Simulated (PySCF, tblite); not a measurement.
# C₅H₁₀N₂OSi: geometry, infrared bands, NMR shifts and electronic excitations, part 1 of 2

Aim: predict the infrared bands, NMR shifts and electronic excitations of C₅H₁₀N₂OSi (`C=N[Si@H](C)OCCC#N`).

Programs: tblite 0.8.0 and PySCF 2.14.0, with density-fitted response routines of our own. Each step states its level of theory. These are calculated values for one molecule in the gas phase, unless marked as measured. Atoms count from 0, in the outputs and in this text.

## Step 1: Starting geometry

19 atoms, charge 0, multiplicity 1; geometry from: force field or distance geometry start.

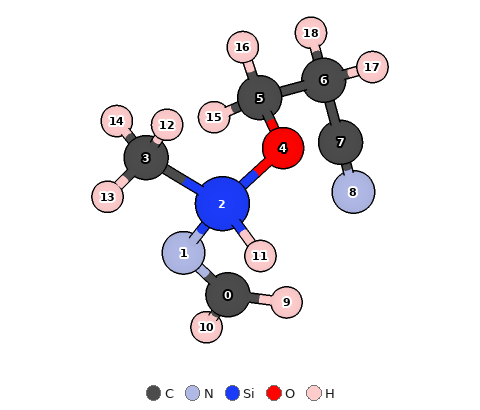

The starting geometry (carbon dark grey, nitrogen light blue, silicon blue, oxygen red, hydrogen pink), atoms numbered.

## Step 2: Relaxing the molecule with GFN2-xTB

What the job is given:

```
{"job": {"kind": "relax", "xc": "GFN2-xTB", "basis": "xTB"}, "charge": 0, "multiplicity": 1}
C     -1.249300    -1.577100    -1.440200
N     -1.292400    -0.281900    -1.408300
Si    -1.416800     0.420400     0.182700
C     -1.661100     2.238900    -0.071600
O     -0.032700     0.012300     0.993400
C      1.227300     0.388000     0.437600
C      2.291300    -0.600500     0.909300
C      2.128800    -1.895900     0.247100
N      1.997000    -2.926200    -0.290500
H     -1.315900    -2.244200    -0.554900
H     -1.170700    -2.079300    -2.418100
H     -2.584400    -0.196000     0.869000
H     -1.741400     2.754000     0.906300
H     -2.570700     2.442300    -0.628600
H     -0.827600     2.683500    -0.611100
H      1.221600     0.434100    -0.644900
H      1.482600     1.390600     0.822900
H      2.217900    -0.749100     1.997500
H      3.286500    -0.204500     0.695100
```

Started as:

```bash
$ OMP_NUM_THREADS=1 python probes_run.py task.json out
```

This one command runs all jobs of the session in turn.

The program printed:

```text
step      E/eV     max force
  0    -745.86358    3.290
  1    -745.75834    9.759
  2    -746.00523    2.433
  3    -746.01043    2.715
  4    -746.07134    0.531
  5    -746.08269    0.445
  6    -746.10189    0.709
  7    -746.12696    0.824
  8    -746.14937    0.570
  9    -746.16849    0.337
 10    -746.18454    0.352
 11    -746.19699    0.417
 12    -746.20674    0.396
 13    -746.21506    0.315
 14    -746.22121    0.250
 15    -746.22593    0.182
 16    -746.23056    0.166
 17    -746.23662    0.198
 18    -746.24468    0.316
 19    -746.25376    0.313
 20    -746.26186    0.219
 21    -746.26765    0.182
 22    -746.27224    0.179
 23    -746.27748    0.206
 24    -746.28262    0.199
 25    -746.28655    0.126
 26    -746.28942    0.130
 27    -746.29200    0.115
 28    -746.29438    0.130
 29    -746.29677    0.142
 30    -746.29945    0.127
 31    -746.30281    0.133
 32    -746.30711    0.188
 33    -746.31242    0.199
 34    -746.31767    0.191
 35    -746.32313    0.182
 36    -746.32742    0.156
 37    -746.33234    0.166
 38    -746.33591    0.155
 39    -746.34089    0.183
 40    -746.34394    0.184
 41    -746.34641    0.106
 42    -746.34878    0.142
 43    -746.35328    0.199
 44    -746.35952    0.209
 45    -746.36417    0.154
 46    -746.36701    0.184
 47    -746.37013    0.174
 48    -746.37318    0.154
 49    -746.37924    0.207
 50    -746.38119    0.157
 51    -746.38459    0.123
 52    -746.38744    0.131
 53    -746.39102    0.133
 54    -746.39394    0.120
 55    -746.39560    0.122
 56    -746.39690    0.088
 57    -746.39781    0.071
 58    -746.39851    0.053
 59    -746.39893    0.048
 60    -746.39931    0.048
 61    -746.39966    0.049
 62    -746.39994    0.045
 63    -746.40013    0.035
 64    -746.40028    0.033
 65    -746.40043    0.036
 66    -746.40061    0.032
 67    -746.40083    0.031
 68    -746.40110    0.038
 69    -746.40141    0.040
 70    -746.40171    0.037
 71    -746.40196    0.028
 72    -746.40214    0.027
 73    -746.40230    0.031
 74    -746.40245    0.035
 75    -746.40260    0.039
 76    -746.40275    0.041
 77    -746.40292    0.034
 78    -746.40312    0.034
 79    -746.40333    0.033
 80    -746.40350    0.028
 81    -746.40361    0.023
 82    -746.40370    0.023
 83    -746.40379    0.022
 84    -746.40389    0.020
 85    -746.40397    0.025
 86    -746.40407    0.027
 87    -746.40418    0.033
 88    -746.40432    0.033
 89    -746.40444    0.025
 90    -746.40452    0.019
 91    -746.40457    0.019
 92    -746.40462    0.015
 93    -746.40467    0.013
 94    -746.40472    0.016
 95    -746.40476    0.015
 96    -746.40481    0.021
 97    -746.40489    0.025
 98    -746.40499    0.024
 99    -746.40511    0.024
100    -746.40521    0.023
101    -746.40530    0.023
102    -746.40541    0.032
103    -746.40553    0.036
104    -746.40556    0.145
105    -746.40570    0.021
106    -746.40576    0.027
107    -746.40588    0.034
108    -746.40597    0.024
109    -746.40605    0.018
110    -746.40609    0.018
111    -746.40613    0.017
112    -746.40618    0.014
113    -746.40626    0.017
114    -746.40635    0.020
115    -746.40642    0.018
116    -746.40647    0.014
117    -746.40653    0.013
118    -746.40658    0.012
119    -746.40663    0.013
120    -746.40666    0.014
121    -746.40670    0.014
122    -746.40674    0.015
123    -746.40680    0.017
124    -746.40684    0.017
125    -746.40688    0.016
126    -746.40691    0.015
127    -746.40695    0.014
128    -746.40699    0.011
129    -746.40701    0.009
```

Wall time 3.3 s (1 thread of Intel Xeon at 2.50GHz, shared host); peak memory 0.18 GiB.

Relaxation path: (not every step is listed) (the energy doesn't fall at every step)

```tsv
step	energy from step 0 (eV)	largest force (eV/Å)
0	0.0000	3.2899
1	0.1052	9.7587
2	-0.1417	2.4329
3	-0.1469	2.7154
4	-0.2078	0.5305
5	-0.2191	0.4450
6	-0.2383	0.7088
7	-0.2634	0.8236
8	-0.2858	0.5701
19	-0.3902	0.3129
30	-0.4359	0.1269
41	-0.4828	0.1057
52	-0.5239	0.1308
63	-0.5366	0.0352
74	-0.5389	0.0349
85	-0.5404	0.0253
96	-0.5412	0.0206
107	-0.5423	0.0340
118	-0.5430	0.0124
124	-0.5433	0.0175
125	-0.5433	0.0156
126	-0.5433	0.0146
127	-0.5434	0.0145
128	-0.5434	0.0110
129	-0.5434	0.0091
```

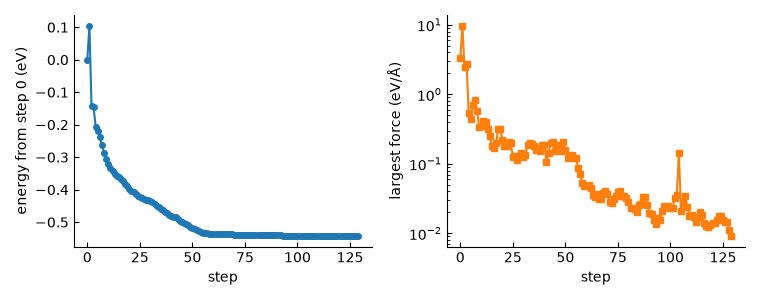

Energy and force, step by step.

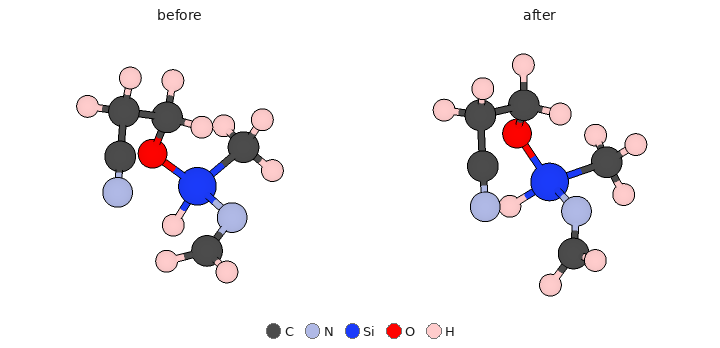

The geometry before (left) and after (right).

Close pairs (by a distance rule), those that changed most:

```tsv
bond	before (Å)	after (Å)	change (Å)
C0–N1	1.296	1.246	-0.050
Si2–C3	1.852	1.899	+0.046
O4–C5	1.427	1.391	-0.036
Si2–H11	1.488	1.459	-0.029
C7–N8	1.170	1.143	-0.026
C6–C7	1.464	1.439	-0.025
C3–H12	1.108	1.085	-0.023
Si2–O4	1.655	1.635	-0.020
```

The end geometry stands in the next job.

## Step 3: Harmonic vibrations with GFN2-xTB

What the job is given:

```
{"job": {"kind": "ir", "xc": "GFN2-xTB", "basis": "xTB"}, "charge": 0, "multiplicity": 1}
C     -1.238063    -1.534614    -1.630904
N     -0.898546    -0.448598    -1.122178
Si    -1.204618     0.392419     0.353788
C     -1.916672     2.053522    -0.228135
O      0.230824     0.551317     1.120392
C      1.516483     0.591942     0.589973
C      2.293474    -0.683430     0.965265
C      1.741719    -1.834196     0.300993
N      1.296199    -2.739687    -0.236075
H     -1.917369    -2.254718    -1.169777
H     -0.841587    -1.809660    -2.605433
H     -1.969337    -0.209484     1.441457
H     -1.919654     2.772960     0.584682
H     -2.939700     1.944574    -0.572796
H     -1.338662     2.478220    -1.044622
H      1.491471     0.696765    -0.499142
H      2.034088     1.458681     1.020604
H      2.227017    -0.838805     2.045341
H      3.343128    -0.577957     0.679106
```

The program printed:

```text
mode    cm-1     km/mol
  1      14.5      1.94
  2      54.8      8.28
  3      73.0      5.87
  4      79.1      0.36
  5      98.7      0.25
  6     119.6     12.87
  7     173.7      7.48
  8     183.4      5.15
  9     214.4      6.67
 10     256.3      7.06
 11     352.6     29.63
 12     359.9     11.58
 13     386.4      9.42
 14     485.6     10.58
 15     551.7      4.97
 16     604.7    107.82
 17     669.2     44.16
 18     706.5     38.97
 19     752.7     33.01
 20     779.5    135.91
 21     833.8    153.39
 22     851.6    198.26
 23     868.5     15.51
 24     919.0     52.81
 25    1001.3      9.39
 26    1036.1     14.87
 27    1043.2     10.20
 28    1112.7    184.02
 29    1143.1     13.78
 30    1164.6    111.57
 31    1226.7     22.30
 32    1298.8      8.58
 33    1337.4      6.31
 34    1374.9     14.54
 35    1405.9      8.92
 36    1450.6      0.34
 37    1466.7      0.30
 38    1486.4      0.63
 39    1494.1      0.09
 40    1781.7    143.13
 41    2277.6    295.51
 42    2413.4    161.75
 43    2896.1     99.92
 44    2897.9     31.13
 45    2935.5     28.14
 46    2965.6     16.37
 47    2973.2     28.99
 48    2973.6     24.74
 49    3032.2     26.70
 50    3048.4     33.92
 51    3055.5     25.49
```

Wall time 2.5 s (1 thread of Intel Xeon at 2.50GHz, shared host); peak memory 0.18 GiB.

Which atoms move in the most intense modes:

```tsv
cm⁻¹	km/mol	atoms
780	135.9	Si2 35 %, C3 27 %, H14 18 %
834	153.4	H14 28 %, H13 22 %, C3 15 %, Si2 12 %
852	198.3	H12 28 %, Si2 20 %, H13 15 %, C3 12 %
1113	184.0	O4 29 %, C5 25 %, H18 19 %, H17 14 %
1165	111.6	C5 27 %, H17 23 %, O4 21 %, H18 16 %
1782	143.1	N1 50 %, C0 48 %
2278	295.5	H11 97 %
2413	161.8	C7 60 %, N8 39 %
```

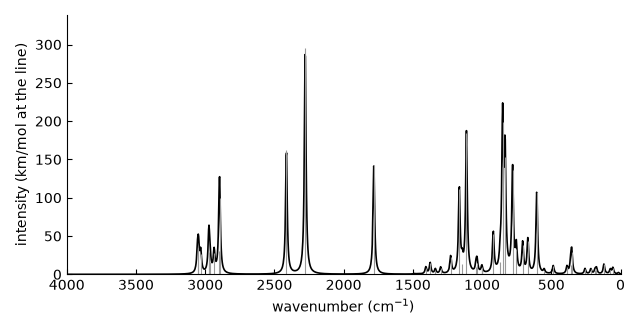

The infrared spectrum from these modes, unscaled. Lines are broadened to a width of 14 cm⁻¹ (Lorentzian).

## Step 4: Relaxing the molecule at PBE0-D3(BJ)/def2-SVP

What the job is given:

```
{"job": {"xc": "PBE0", "basis": "def2-SVP", "d3": "d3bj", "grid": 1, "shake": 0.01, "kind": "geom"}, "charge": 0, "multiplicity": 1}
C     -1.217650    -1.560170    -1.626720
N     -0.904220    -0.453120    -1.124330
Si    -1.224820     0.390100     0.345140
C     -1.883440     2.055780    -0.231660
O      0.228010     0.544640     1.109840
C      1.512570     0.596760     0.587590
C      2.303050    -0.685430     0.965510
C      1.757180    -1.828740     0.295940
N      1.294370    -2.734280    -0.216720
H     -1.920070    -2.257150    -1.159750
H     -0.850450    -1.812580    -2.596610
H     -1.963530    -0.208570     1.448160
H     -1.947940     2.783170     0.575090
H     -2.956390     1.947340    -0.565790
H     -1.343110     2.467460    -1.044360
H      1.490940     0.710820    -0.491670
H      2.036030     1.469800     1.018550
H      2.217760    -0.832960     2.051170
H      3.340980    -0.585790     0.681400
```

The program printed:

```text
step   0  E = -669.85589783  max force = 0.039500
step   1  E = -669.86565061  max force = 0.006648
step   2  E = -669.86626568  max force = 0.005021
step   3  E = -669.86655942  max force = 0.003300
step   4  E = -669.86683351  max force = 0.003213
step   5  E = -669.86696348  max force = 0.002282
step   6  E = -669.86701681  max force = 0.001071
step   7  E = -669.86703941  max force = 0.000452
step   8  E = -669.86705552  max force = 0.000579
step   9  E = -669.86706943  max force = 0.000595
step  10  E = -669.86708225  max force = 0.000543
step  11  E = -669.86709732  max force = 0.000645
step  12  E = -669.86711454  max force = 0.001263
step  13  E = -669.86686612  max force = 0.002919
step  14  E = -669.86709068  max force = 0.002168
step  15  E = -669.86716854  max force = 0.002061
step  16  E = -669.86737463  max force = 0.001533
step  17  E = -669.86748984  max force = 0.001309
step  18  E = -669.86703973  max force = 0.002243
step  19  E = -669.86750647  max force = 0.001222
step  20  E = -669.86757127  max force = 0.001019
step  21  E = -669.86760086  max force = 0.000615
step  22  E = -669.86762084  max force = 0.000299
step  23  E = -669.86762754  max force = 0.000163
optimisation converged
```

Run time: 17 min. Hardware: 1 thread of Intel Xeon at 2.50GHz, shared host; peak memory 0.89 GiB.

The steps of the relaxation: (the energy doesn't fall at every step)

```tsv
step	energy from step 0 (eV)	largest force component (eV/Å)
0	0.0000	2.0312
1	-0.2654	0.3419
2	-0.2821	0.2582
3	-0.2901	0.1697
4	-0.2976	0.1652
5	-0.3011	0.1173
6	-0.3026	0.0551
7	-0.3032	0.0232
8	-0.3036	0.0298
9	-0.3040	0.0306
10	-0.3043	0.0279
11	-0.3048	0.0332
12	-0.3052	0.0649
13	-0.2985	0.1501
14	-0.3046	0.1115
15	-0.3067	0.1060
16	-0.3123	0.0788
17	-0.3154	0.0673
18	-0.3032	0.1153
19	-0.3159	0.0628
20	-0.3177	0.0524
21	-0.3185	0.0316
22	-0.3190	0.0154
23	-0.3192	0.0084
```

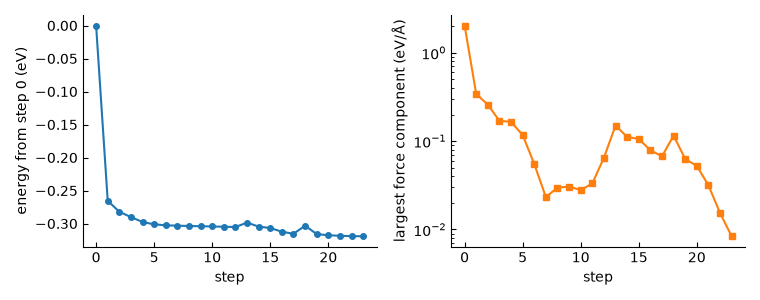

Energy and force, step by step.

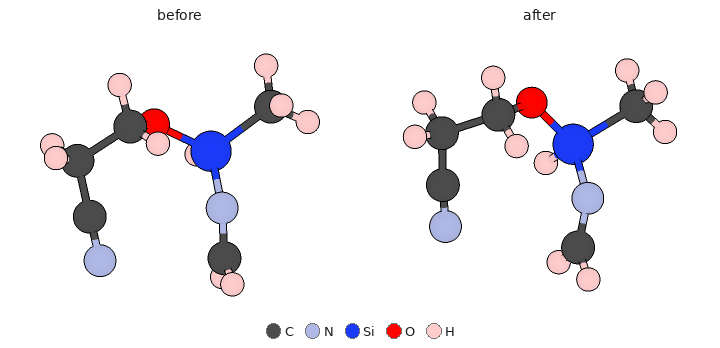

The geometry before (left) and after (right).

Close pairs (by a distance rule), those that changed most:

```tsv
bond	before (Å)	after (Å)	change (Å)
C3–H14	1.059	1.100	+0.041
Si2–H11	1.456	1.497	+0.041
C0–H10	1.067	1.107	+0.040
N1–Si2	1.724	1.755	+0.031
C3–H13	1.129	1.101	-0.028
Si2–O4	1.649	1.675	+0.026
Si2–C3	1.882	1.857	-0.025
C6–C7	1.433	1.457	+0.024
```

The final coordinates are the input of the step that follows.

```tsv
at the end point	value
point group (found at 0.08 Å tolerance)	C1
rotational constants (GHz, main isotopes)	1.882, 1.076, 0.809
dipole moment (D)	2.01
```

(Continued in part 2 of 2.)
